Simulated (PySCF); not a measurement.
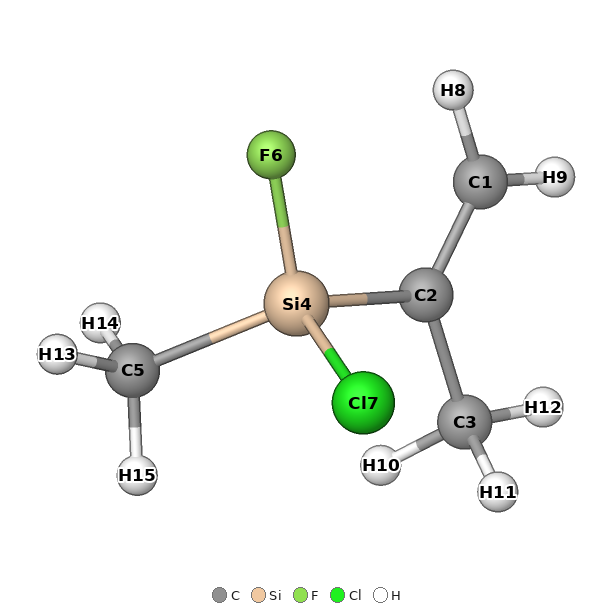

The computed structure is the end point of a GFN2-xTB optimisation. No frequency run is at hand to confirm it as a minimum. Electric field gradients from the ground-state density, PBE0/pcSseg-1 (PySCF 2.14.0), non-relativistic apart from any core potentials.

Give the largest field-gradient component, the quadrupole coupling constant and the asymmetry for 35Cl at Cl7 (Q = −81.7 mb), 2H at H8 (Q = 2.86 mb), 2H at H9 (Q = 2.86 mb), 2H at H10 (Q = 2.86 mb), 2H at H11 (Q = 2.86 mb).

```json
{"atom": "Cl7", "V_zz (a.u.)": "2.000", "e²qQ/h (MHz)": "−38.4", "η": "0.09"}
{"atom": "H8", "V_zz (a.u.)": "0.334", "e²qQ/h (MHz)": "0.224", "η": "0.04"}
{"atom": "H9", "V_zz (a.u.)": "0.331", "e²qQ/h (MHz)": "0.223", "η": "0.05"}
{"atom": "H10", "V_zz (a.u.)": "0.312", "e²qQ/h (MHz)": "0.210", "η": "0.03"}
{"atom": "H11", "V_zz (a.u.)": "0.310", "e²qQ/h (MHz)": "0.208", "η": "0.03"}
```

The geometry is semi-empirical. Around Si such bond lengths and angles can be off by a tenth of an ångström or more and by several degrees, and values that hang on the shape move with them.
